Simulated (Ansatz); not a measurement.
## How methods differ on SiHF (SMILES F[SiH])

The species is SiHF (3 atoms), meant as a singlet with charge 0. As SMILES, `F[SiH]`. Geometry: relaxed at PBE0-D4/def2-TZVP.

```xyz
3

F    -1.0902    0.0244   -0.6023
Si    0.1868    0.6294    0.1738
H     0.8924   -0.7186    0.4153
```

Each level gives the energy change with the F1–Si2 bond stretched from 1.612 to 4.030 Å (eV). The values are calculated.

| level | kind | program | value (eV) | less FCI/STO-3G |
| --- | --- | --- | --- | --- |
| SVWN5/STO-3G (restricted) | LDA | Ansatz | 7.52 | +3.01 |
| revPBE/STO-3G (restricted) | GGA | Ansatz | 6.86 | +2.35 |
| B3LYP/STO-3G (restricted) | global hybrid | Ansatz | 7.97 | +3.46 |
| PBE0/STO-3G (restricted) | global hybrid | Ansatz | 8.19 | +3.68 |
| HSE06/STO-3G (restricted) | range-separated hybrid | Ansatz | 8.13 | +3.62 |
| B2PLYP/STO-3G (restricted) | double hybrid | Ansatz | 5.62 | +1.11 |
| MP2/STO-3G (restricted) | perturbation theory | Ansatz | 4.50 | -0.01 |
| FCI/STO-3G | exact in the basis | Ansatz | 4.51 | 0.00 |

FCI/STO-3G is exact within its basis and frozen core, so for wave-function methods in that basis the difference is their error; functionals converge differently with the basis, so for them it is only a difference. The first shape isn't each level's own minimum. The values span 4.50 to 8.19 eV. All rows use very small basis sets, so none should be taken for the real molecule's value.

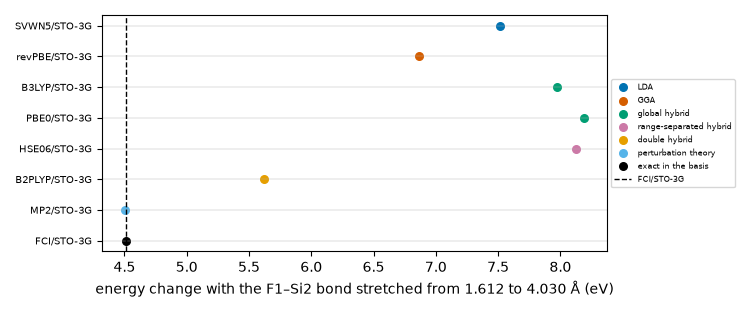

The values of the table, level by level.
